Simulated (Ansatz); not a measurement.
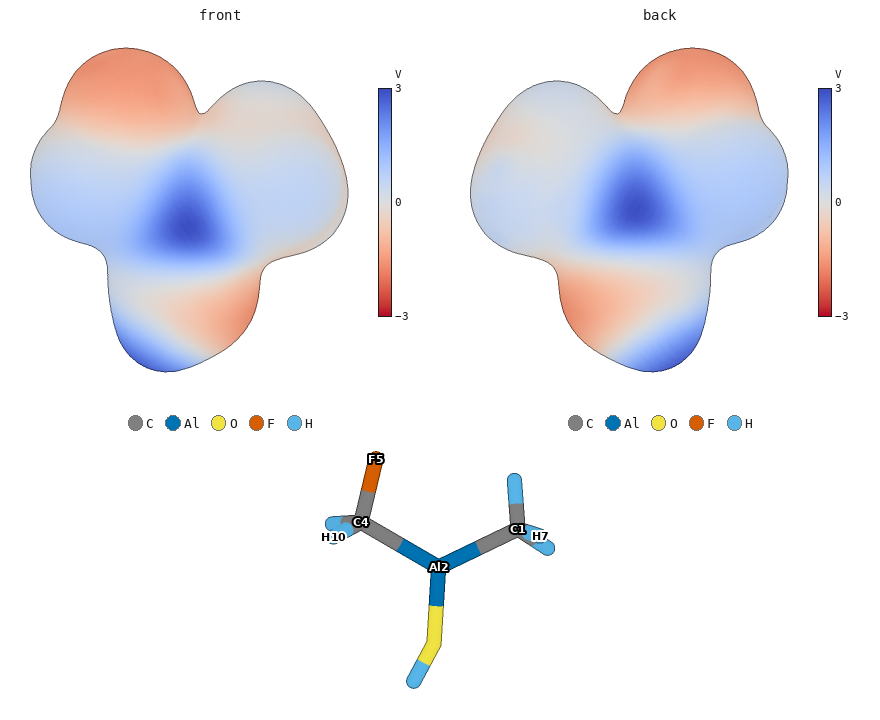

The picture shows: C$_{2}$H$_{6}$AlFO. The electrostatic potential painted on the density surface at 0.002 e/bohr³, seen from the front and from behind; the colour scale runs from red (negative) to blue (positive). The bare structure is drawn below in the same view.

The calculation used UKS B3LYP/6-31G (Ansatz 0.2.0).

| atom | x (Å) | y (Å) | z (Å) |
| --- | --- | --- | --- |
| C | -1.0681 | 1.3938 | -0.5474 |
| Al | 0.1671 | -0.1216 | -0.3847 |
| O | 0.9376 | -0.7216 | -1.7883 |
| C | 0.6003 | -1.0278 | 1.3518 |
| F | -0.1103 | -0.3036 | 2.4107 |
| H | -1.6993 | 1.4845 | 0.3431 |
| H | -0.5145 | 2.3350 | -0.6642 |
| H | -1.7108 | 1.2823 | -1.4284 |
| H | 1.5218 | -1.2961 | -2.2799 |
| H | 1.6683 | -1.0069 | 1.6068 |
| H | 0.2734 | -2.0751 | 1.4011 |

**Which sites attract a positive test charge, and which a negative one?**

A positive charge is drawn to the negative regions and a negative charge to the positive ones. The most negative region (about −1.6 V) lies over O3 and F5, the most positive (about +2.9 V) over Al2.
